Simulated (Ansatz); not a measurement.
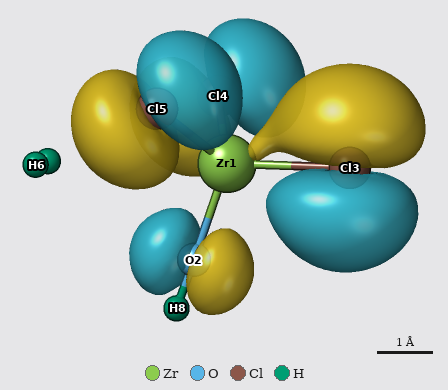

Cl3HOZr···H2. The HOMO−1 at ±0.06 Å⁻³ᐟ² (yellow and cyan are the two phases), seen at a tilt.

The reactant side of a reaction path; geometry: PBE0-D4/def2-TZVP; core potentials replace the inner electrons of Zr.

The calculation used RKS PBE0-D4/def2-TZVPP (Ansatz).

Input file:

```
crystal:
  periodic: [false, false, false]
  atoms:
    - {symbol: Zr, position_ang: [0.009770, -0.306530, -0.974808]}
    - {symbol: O, position_ang: [1.070441, -0.982285, 0.419921]}
    - {symbol: Cl, position_ang: [0.534272, -1.458049, -2.937467]}
    - {symbol: Cl, position_ang: [-2.249857, -0.634275, -0.472698]}
    - {symbol: Cl, position_ang: [0.461726, 1.967490, -1.274133]}
    - {symbol: H, position_ang: [-0.444625, 1.614466, 1.980007]}
    - {symbol: H, position_ang: [-0.983252, 1.116430, 2.120793]}
    - {symbol: H, position_ang: [1.601525, -1.317247, 1.138386]}
basis:
  gaussian: {orbitals: def2-TZVPP}
hamiltonian: {xc: pbe0, dispersion: d4}
output: {orbitals: {seedname: orbitals}}
```

Launched as:

```sh
ansatz run in.yaml --threads 8 --pin off --events-out ev --progress --plain --max-ram 19148MiB
```

**What is the character of this orbital?**

Its weight (Hirshfeld) is mainly on Cl3 (about 50 %), Cl4 (about 20 %), Cl5 (about 20 %) and O2 (about 5 %); largely a combination of lone pairs on Cl3, Cl4, Cl5 and O2. Its energy is −9.42 eV.
